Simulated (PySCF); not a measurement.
C2HF6In, SMILES F[C](F)(F)[InH][C](F)(F)F at its PBE0/def2-SVP optimised geometry (Å):

```
10

In    -0.2174    -0.6640     0.0000
C      2.0054    -0.6640     0.0000
F      2.4903    -1.3992    -1.0144
F      2.4757    -1.2083     1.1361
F      2.5526     0.5531    -0.1050
C     -1.2354     1.3116     0.0000
F     -2.5526     1.2100     0.2317
F     -1.0957     1.9148    -1.1931
F     -0.7412     2.1476     0.9243
H     -1.0896    -2.1476    -0.0153
```

Computed with PBE0/def2-TZVP, def2 effective core potentials past Kr (PySCF). The core electrons that the potentials of In replace are not part of the density. Cells within 0.4 Å of a nucleus heavier than hydrogen are left out (blank, or x).

Map of the electrostatic potential (hartree/e), clipped to [-0.08, 0.12] on the plane z = 0.0 Å:

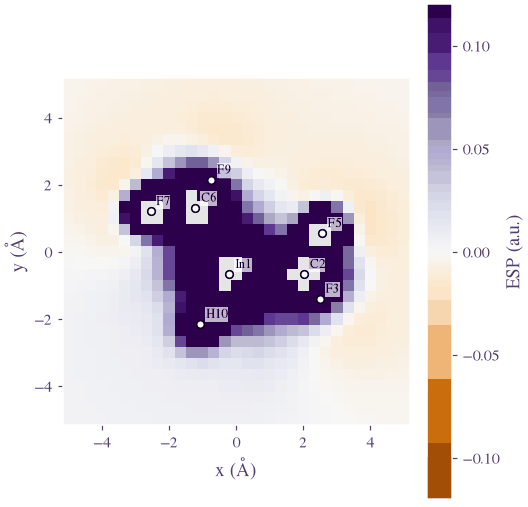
Figure. Electrostatic potential (hartree/e), clipped to [-0.08, 0.12] on the plane z = 0.0 Å.
